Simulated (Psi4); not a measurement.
# MoO3 (molybdenum trioxide) at TPSS/def2-TZVP (core potential, sweep point 3)

Aim: the vertical ionisation energy of MoO3 (molybdenum trioxide) at TPSS/def2-TZVP (core potential, sweep point 3), from 2 runs. Input form: a Python script.

The calculation is run with Psi4 1.11.

**1. The system as given**

MoO3: 4 atoms, total charge 0, spin state singlet. As SMILES, `[O]=[Mo](=[O])=[O]`. Geometry: relaxed at PBE0-D4/def2-TZVP.

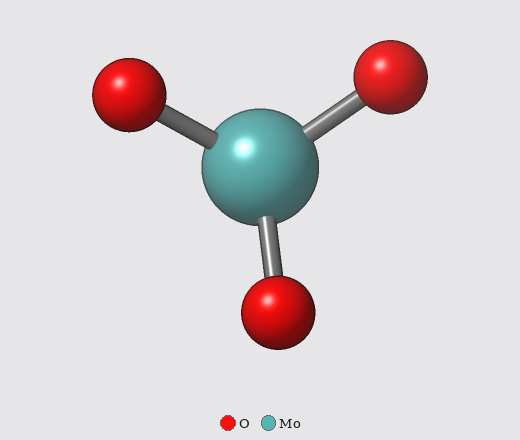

Viewed from a chosen angle; oxygen red, molybdenum teal.

**2. The energy at TPSS/def2-TZVP (core potential, sweep point 3)**

job.py reads:

```python
import psi4

psi4.set_memory(1600000000)
psi4.set_num_threads(1)
psi4.core.set_output_file('moo3.out', False)

molecule = psi4.geometry("""
0 1
O     -1.82925489    -0.28308097     2.38577923
Mo    -0.26097118    -0.63589284    -0.37851214
O      2.84781727    -1.14819759     0.16780768
O     -0.65233346     1.95322092    -2.21362518
units au
symmetry c1
""")

psi4.set_options({
    'basis': 'def2-TZVP',
    'reference': 'rks',
    'puream': True,
    'scf_type': 'pk',
    'dft_radial_points': 99,
    'dft_spherical_points': 590,
})

e_tot, wfn = psi4.energy("tpss", molecule=molecule, return_wfn=True)
print(f'tpss energy: {e_tot:.10f} Eh')
```

Launch:

```bash
$ python job.py
```

moo3.out, shortened:

```text
[...]
    !!!  WARNING: ECP capability is in beta. Please check occupations closely.  !!!
[...]
  Running in c1 symmetry.
[...]
  Nuclear repulsion =  141.662163929513753
[...]
  Multiplicity = 1
[...]
  Nalpha       = 19
  Nbeta        = 19
[...]
    Number of basis functions: 133
[...]
   @RKS iter   1:  -292.55697962393822    7.30181e-01   1.49803e-02 ADIIS/DIIS
[...]
   @RKS iter  12:  -294.09764943272677   -9.04953e-09   2.30542e-07 DIIS
[...]
    Orbital Energies [Eh]
    ---------------------
    Doubly Occupied:
       1A    -18.909062     2A    -18.909047     3A    -18.909040
       4A     -2.572737     5A     -1.613600     6A     -1.613589
       7A     -1.608396     8A     -0.870459     9A     -0.855702
      10A     -0.855687    11A     -0.395657    12A     -0.395651
      13A     -0.374581    14A     -0.374562    15A     -0.369260
      16A     -0.302993    17A     -0.284434    18A     -0.284433
      19A     -0.276020
[...]
  @RKS Final Energy:  -294.09764943272677
   => Energetics <=
    Nuclear Repulsion Energy =            141.6621639295137527
    One-Electron Energy =                -708.9844237779394689
    Two-Electron Energy =                 306.8390105309827618
    DFT Exchange-Correlation Energy =     -33.6144001152838214
    Empirical Dispersion Energy =           0.0000000000000000
    VV10 Nonlocal Energy =                  0.0000000000000000
    Total Energy =                       -294.0976494327267687
[...]
 Multipole Moments:
 ------------------------------------------------------------------------------------
     Multipole            Electronic (a.u.)      Nuclear  (a.u.)        Total (a.u.)
 ------------------------------------------------------------------------------------
 L = 1.  Multiply by 2.5417464519 to convert [e a0] to [Debye]
 Dipole X            :         -5.1228080            4.4055885           -0.7172195
 Dipole Y            :        -10.8309084            9.3146936           -1.5162149
 Dipole Z            :         -6.5777291            5.6567727           -0.9209564
 Magnitude           :                                                    1.9134973
[...]
```

Standard output:

```text
tpss energy: -294.0976494327 Eh
```

Run time: 54 s. Hardware: 1 thread of Intel Xeon Platinum 8259CL at 2.50GHz (Skylake/Cascade Lake), shared host; peak memory 0.94 GiB.

**3. The doublet cation, same level**

job.py reads:

```python
import psi4

psi4.set_memory('1600 MB')
psi4.set_num_threads(1)
psi4.core.set_output_file('run.log', False)

m = psi4.geometry("""
1 2
O     -1.82925489    -0.28308097     2.38577923
Mo    -0.26097118    -0.63589284    -0.37851214
O      2.84781727    -1.14819759     0.16780768
O     -0.65233346     1.95322092    -2.21362518
units au
symmetry c1
""")

psi4.set_options(dict(reference='uks', puream=True, scf_type='pk', dft_radial_points=99, dft_spherical_points=590, maxiter=100))

result = psi4.energy('tpss/def2-TZVP')
print('E =', round(result, 9))
for k, v in sorted(psi4.core.scalar_variables().items()):
    print(f'{k:45s} {v:18.10f}')
```

Launch:

```bash
$ python job.py
```

run.log, shortened:

```text
[...]
    !!!  WARNING: ECP capability is in beta. Please check occupations closely.  !!!
[...]
  Running in c1 symmetry.
[...]
  Nuclear repulsion =  141.662163929513753
[...]
  Multiplicity = 2
[...]
  Nalpha       = 19
  Nbeta        = 18
[...]
    Number of basis functions: 133
[...]
   @UKS iter   1:  -292.43583130269622    8.51329e-01   1.30466e-02 DIIS/ADIIS
[...]
   @UKS iter  18:  -293.69365738735718   -2.75719e-09   9.11826e-07 DIIS
[...]
   @S^2 Observed:                7.713087638E-01
[...]
    Orbital Energies [Eh]
    ---------------------
    Alpha Occupied:
       1A    -19.219995     2A    -19.219987     3A    -19.219915
       4A     -2.851226     5A     -1.893415     6A     -1.893413
       7A     -1.883212     8A     -1.169583     9A     -1.154526
      10A     -1.154476    11A     -0.686580    12A     -0.686546
      13A     -0.651971    14A     -0.651955    15A     -0.646474
      16A     -0.590366    17A     -0.583349    18A     -0.576485
      19A     -0.576467
    Alpha Virtual:
      20A     -0.438826    21A     -0.385028    22A     -0.385018
      23A     -0.279960    24A     -0.279957    25A     -0.246308
[...]
  @UKS Final Energy:  -293.69365738735718
   => Energetics <=
    Nuclear Repulsion Energy =            141.6621639295137527
    One-Electron Energy =                -698.1452656998483235
    Two-Electron Energy =                 296.0341787462762682
    DFT Exchange-Correlation Energy =     -33.2447343632988890
    Empirical Dispersion Energy =           0.0000000000000000
    VV10 Nonlocal Energy =                  0.0000000000000000
    Total Energy =                       -293.6936573873571774
[...]
 Multipole Moments:
 ------------------------------------------------------------------------------------
     Multipole            Electronic (a.u.)      Nuclear  (a.u.)        Total (a.u.)
 ------------------------------------------------------------------------------------
 L = 1.  Multiply by 2.5417464519 to convert [e a0] to [Debye]
 Dipole X            :         -4.9560100            4.4055885           -0.5504215
 Dipole Y            :        -10.4790819            9.3146936           -1.1643884
 Dipole Z            :         -6.3634842            5.6567727           -0.7067115
 Magnitude           :                                                    1.4690831
[...]
```

On the terminal:

```text
E = -293.693657387
CURRENT ENERGY                                   -293.6936573874
CURRENT REFERENCE ENERGY                         -293.6936573874
DD SOLVATION ENERGY                                 0.0000000000
DFT FUNCTIONAL TOTAL ENERGY                      -293.6936573874
DFT TOTAL ENERGY                                 -293.6936573874
DFT VV10 ENERGY                                     0.0000000000
DFT XC ENERGY                                     -33.2447343633
GRID ELECTRONS ALPHA                               19.0000001358
GRID ELECTRONS BETA                                18.0000000665
GRID ELECTRONS TOTAL                               37.0000002022
NUCLEAR REPULSION ENERGY                          141.6621639295
ONE-ELECTRON ENERGY                              -698.1452656998
PCM POLARIZATION ENERGY                             0.0000000000
PE ENERGY                                           0.0000000000
SCF ITERATION ENERGY                             -293.6936573874
SCF ITERATIONS                                     18.0000000000
SCF TOTAL ENERGY                                 -293.6936573874
TWO-ELECTRON ENERGY                               296.0341787463
XC GRID RADIAL POINTS                              99.0000000000
XC GRID SPHERICAL POINTS                          590.0000000000
XC GRID TOTAL POINTS                           226271.0000000000
```

Run time: 1.8 min. Hardware: 1 thread of Intel Xeon Platinum 8259CL at 2.50GHz (Skylake/Cascade Lake), shared host; peak memory 0.94 GiB.

**4. Summary of results**

At TPSS/def2-TZVP (core potential, sweep point 3):

| quantity | value |
| --- | --- |
| singlet MoO3: total energy | -294.09765 Eh |
| singlet MoO3: dipole moment | 4.86 D |
| singlet MoO3: HOMO energy | -7.51 eV |
| singlet MoO3: LUMO energy | -5.25 eV |
| singlet MoO3: HOMO–LUMO gap | 2.26 eV |
| doublet cation: total energy | -293.69366 Eh |
| doublet cation: HOMO energy (highest over α and β) | -14.97 eV |
| doublet cation: LUMO energy (lowest over α and β) | -14.49 eV |
| doublet cation: ⟨S²⟩ | 0.771 |
| vertical ionisation energy (to the doublet cation) | 10.993 eV |

**Reading.** The vertical ionisation energy comes to 10.99 eV (254 kcal/mol). −ε(HOMO) before ionisation, 7.51 eV, is 3.48 eV below this ionisation energy.
